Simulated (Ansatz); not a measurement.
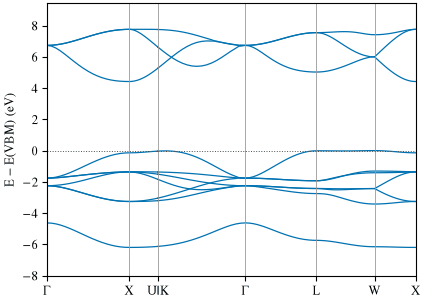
Figure: Band structure from plane-wave PAW PBE (Ansatz code)

Task: Read off the gap and where the band edges lie.

Result: About 4.4 eV (4.42 eV by a search for the band edges); maximum at W, minimum at X.

The material is PbF$_{2}$ (fluorite, Fm-3m).

The cell was relaxed with PBE under the symmetry of its start. Spin–orbit coupling is left out wherever it is not named.

Potentials: the later of the program's two PAW sets.
